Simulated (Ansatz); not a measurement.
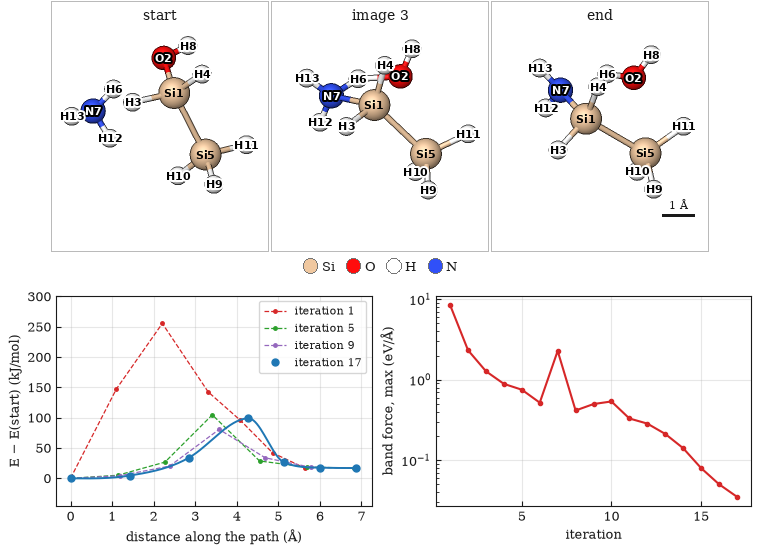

A nudged-elastic-band calculation for Si2NH9O, made up at the start of Si2H6O and NH₃. Images are numbered from 0 (start) to 6 (end). The plot follows the band through its iterations. A ball-and-stick model, seen at a tilt.

Method: Ansatz 0.2.0, RKS PBE-D4/def2-mTZVP. Set-up: 5 movable images; climbing image; force threshold 0.05 eV/Å; iteration limit 60; starting path through a guess of the saddle point.

**Judge this run.**

The result is final at these settings. The band converged in 17 iterations. The largest component of the band force went from 8.5 to 0.035 eV/Å. The climbing image converged on the top of the path. Its vibrational analysis gives one imaginary mode (782i cm⁻¹), as a transition state must have. The first iteration put the highest image at 255.5 kJ/mol. The energy climbs by 99.0 kJ/mol to image 3 and then falls by 82.1 kJ/mol, so the end point sits at +17.0 kJ/mol.

Limits of the set-up: the start holds two separate molecules, 2.3 Å apart at their closest, whose relative position is a soft coordinate.
